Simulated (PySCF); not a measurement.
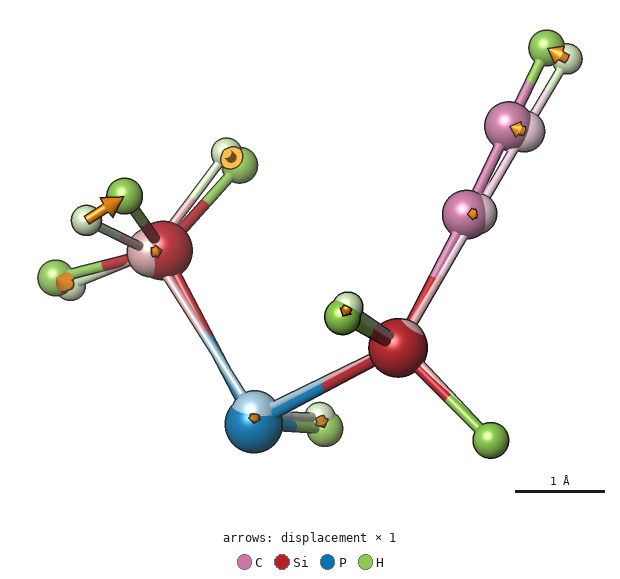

This is a relaxation of C₂H₇PSi₂. The starting structure is drawn faded, the final one solid; orange arrows show the displacements, at their true length. The two geometries are superimposed by the best rigid fit.

A ball-and-stick model, seen at a tilt.

The start comes from GFN2-xTB.

Level of theory: PySCF 2.14.0, density-fitted response routines, PBE0-D3(BJ)/def2-SVP geometry optimisation, gas phase. 

> Atoms of which element are displaced furthest, and by how much?

Hydrogen: up to 0.51 Å, against 0.19 Å for carbon.

> What happened in the run?

After 10 geometry steps the energy has fallen by 0.123 eV. The largest force component goes from 1.8 to 0.017 eV/Å. An H atom moves most after the best rigid fit: 0.51 Å. By element the largest moves are H 0.51 Å, C 0.19 Å, Si 0.13 Å, P 0.11 Å. Some distances before and after: H–P 1.380 → 1.429 Å, P–Si 2.228 → 2.266 Å, H–Si 1.462 → 1.494 Å, C–H 1.053 → 1.076 Å. Bond angles that change, for instance: Si–P–Si 102.6° → 97.1°, H–Si–H 112.9° → 109.9°. The run took of the order of 50 core-seconds on a shared host.
